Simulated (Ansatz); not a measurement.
# UHF/3-21G run of CHClNSi (SMILES N#C[SiH]Cl)

Aim: the energy change on altering one bond length of CHClNSi at UHF/3-21G, from 2 runs. 

The results are computed with Ansatz 0.2.0.

68 further runs of the same task are left out: 68 set aside as unsound or not needed. Runs told in other sessions of the task aren't counted.

## 1. The system as given

CHClNSi has 5 atoms, charge 0, and is taken as a doublet. As SMILES, `N#C[SiH]Cl`. Geometry: relaxed at PBE0-D4/def2-TZVP.

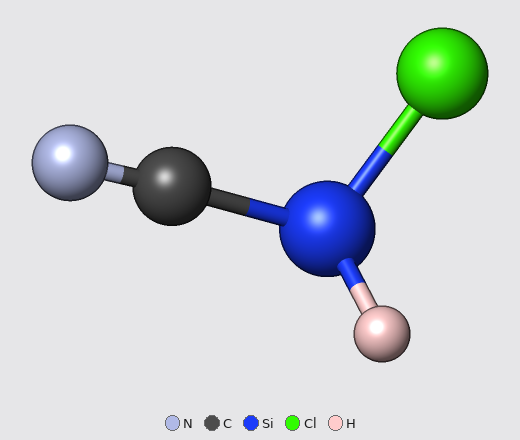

Viewed from a chosen angle; nitrogen light blue, carbon dark grey, silicon blue, chlorine green, hydrogen pink.

## 2. A single-point energy at UHF/3-21G

Input file run.yaml:

```yaml
crystal:
  periodic: [false, false, false]
  atoms:
    - {symbol: "N", position_ang: [-1.370200, 0.130500, -1.827500]}
    - {symbol: C, position_ang: [-0.756100, 0.007500, -0.858000]}
    - {symbol: Si, position_ang: [0.105400, -0.310100, 0.730000]}
    - {symbol: Cl, position_ang: [2.040100, -0.810700, 0.347000]}
    - {symbol: H, position_ang: [0.030700, 0.909000, 1.567100]}
basis:
  gaussian: {orbitals: 3-21G.json}
magnetization: {spin_polarized: true, initial_magnetization: 1}
hamiltonian: {xc: hf}
accuracy: high
output: {orbitals: {seedname: orbitals}}
```

The basis set 3-21G is read from a file made from the Basis Set Exchange's data (not shown).

The run is started by

```
$ ansatz run run.yaml --threads 1 --pin off --max-ram 2610MiB --events-out events.jsonl --progress --plain --runs-dir runs
```

Log:

```text
Warning: RAYON_NUM_THREADS=1 ignored (pool sized by the plan → 1); use --threads N
Functional definition: HF
  name "HF"
  exchange = exact_x
  correlation = 0
1025 factors; integrals over basis functions are off by at most 7.0e-9 eV
mean field evaluation 1: about -22774.8103 eV, gradient 2.0e1 eV
mean field evaluation 2: about -22775.0997 eV, gradient 2.0e1 eV
mean field evaluation 4: about -22777.8863 eV, gradient 2.5e0 eV
mean field evaluation 8: about -22777.9910 eV, gradient 2.8e-1 eV
mean field evaluation 16: about -22778.0094 eV, gradient 3.9e-3 eV
mean field evaluation 32: about -22777.9964 eV, gradient 3.0e-1 eV
mean field evaluation 64: about -22777.9485 eV, gradient 4.5e-1 eV
mean field -22778.00941473 eV, -837.0764065019 hartree, gradient 2.6e-8 eV, S^2 0.833248; 0 other end points of the search recorded, 0 dependent functions left out
reference -22778.00941473 eV, -837.0764065019 hartree; 23, 22 occupied and 23, 24 virtual orbitals, 1025 factors
Total energy: -22778.00941473 eV, -837.0764065019 hartree
```

Wall time 1.2 s (1 thread of Arm Neoverse V2, shared host); peak memory 0.14 GiB.

## 3. The distorted shape, same level

Input file job.yaml:

```yaml
basis:
  gaussian: {orbitals: 3-21G.json}
crystal:
  periodic: [false, false, false]
  atoms:
    - {symbol: N, position_ang: [-2.059396, 0.384579, -3.097893]}
    - {symbol: C, position_ang: [-1.445296, 0.261579, -2.128393]}
    - {symbol: Si, position_ang: [0.105400, -0.310100, 0.730000]}
    - {symbol: Cl, position_ang: [2.040100, -0.810700, 0.347000]}
    - {symbol: H, position_ang: [0.030700, 0.909000, 1.567100]}
magnetization: {spin_polarized: true, initial_magnetization: 1}
hamiltonian: {xc: hf}
accuracy: high
output: {orbitals: {seedname: orbitals}}
```

The basis set 3-21G is read from a file made from the Basis Set Exchange's data (not shown).

The run is started by

```
$ ansatz run job.yaml --threads 1 --pin off --max-ram 2610MiB --events-out events.jsonl --progress --plain --runs-dir runs
```

Log, cut to the lines that bear on the results:

```text
Warning: RAYON_NUM_THREADS=1 ignored (pool sized by the plan → 1); use --threads N
Functional definition: HF
  name "HF"
[...]
991 factors; integrals over basis functions are off by at most 6.2e-9 eV
[...]
mean field -22774.45140712 eV, -836.9456521342 hartree, gradient 2.0e-8 eV, S^2 1.487141; 6 other end points of the search recorded, 0 dependent functions left out
reference -22774.45140712 eV, -836.9456521342 hartree; 23, 22 occupied and 23, 24 virtual orbitals, 991 factors
Total energy: -22774.45140712 eV, -836.9456521342 hartree
```

Wall time 2.5 s (1 thread of Arm Neoverse V2, shared host); peak memory 0.15 GiB.

## 4. Results

Level: UHF/3-21G.

| quantity | value |
| --- | --- |
| first shape: total energy | -837.07641 Eh |
| first shape: HOMO energy (highest over α and β) | -10.38 eV |
| first shape: LUMO energy (lowest over α and β) | -0.25 eV |
| first shape: ⟨S²⟩ | 0.833 |
| distorted shape: total energy | -836.94565 Eh |
| distorted shape: HOMO energy (highest over α and β) | -10.00 eV |
| distorted shape: LUMO energy (lowest over α and β) | -0.93 eV |
| distorted shape: ⟨S²⟩ | 1.487 |
| energy change with the C2–Si3 bond stretched from 1.834 to 3.302 Å | 3.558 eV |

**Reading.** With the C2–Si3 bond stretched from 1.834 to 3.302 Å the energy rises by 3.56 eV (82 kcal/mol). The first shape isn't relaxed at this level, so the change isn't measured from a minimum. ⟨S²⟩ (distorted shape) is 1.49 where a pure doublet has 0.75: the reference is spin-contaminated.
